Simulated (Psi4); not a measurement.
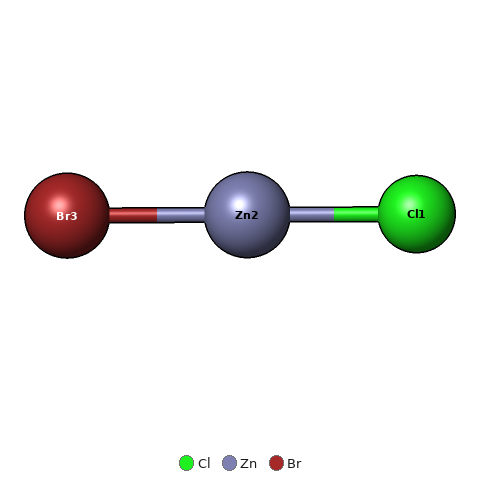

The molecule: ZnBrCl, SMILES [Cl][Zn][Br], singlet.

Unscaled harmonic wavenumbers and double-harmonic intensities, PBE0/def2-TZVP (dispersion D4) in Psi4 1.11, at a geometry relaxed at this level, isolated molecule. Modes within 2 cm⁻¹ of each other count as one line, with their intensities summed.

Q: Which lines are the most intense, and is the structure a minimum?

A: The most intense lines lie at 475.8 cm⁻¹ (70.4 km/mol), 93.3 cm⁻¹ (19.5 km/mol) and 272.7 cm⁻¹ (1.6 km/mol). It has no imaginary mode, so it is a minimum.

```tsv
cm⁻¹	km/mol
93.3 (×2)	19.5
272.7	1.6
475.8	70.4
```

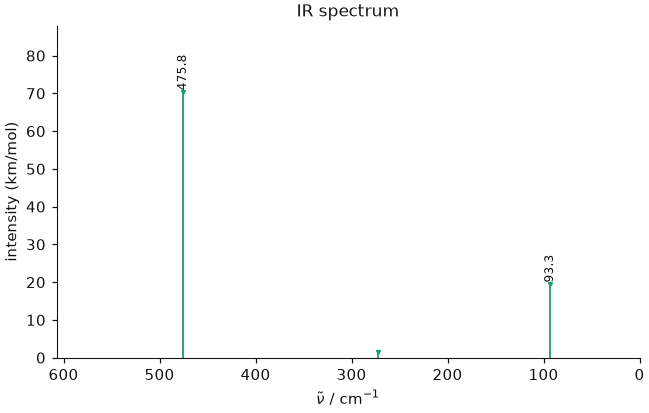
